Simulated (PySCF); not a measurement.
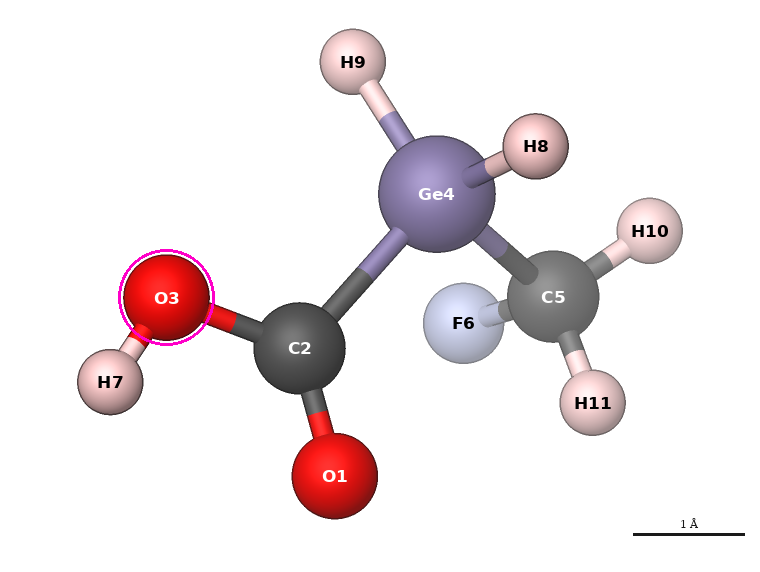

Orthographic view. Atoms fade into the background with distance from the viewer. The geometry was computed by an optimisation with PBE0-D3(BJ)/def2-SVP. No frequency run is at hand to confirm it as a minimum.

Name the neighbours of the circled atom.

The circled atom is O3; it is bonded to C2, H7.

Which two atoms are farthest apart in space?

H7 and H10, 5.92 Å.

What is the shortest path along bonds from the circled atom to C5?

O3–C2–Ge4–C5, 3 bonds; through space the two are 4.25 Å apart.

Which atom is farthest from the viewer?

F6, 2.3 Å behind the mean position.
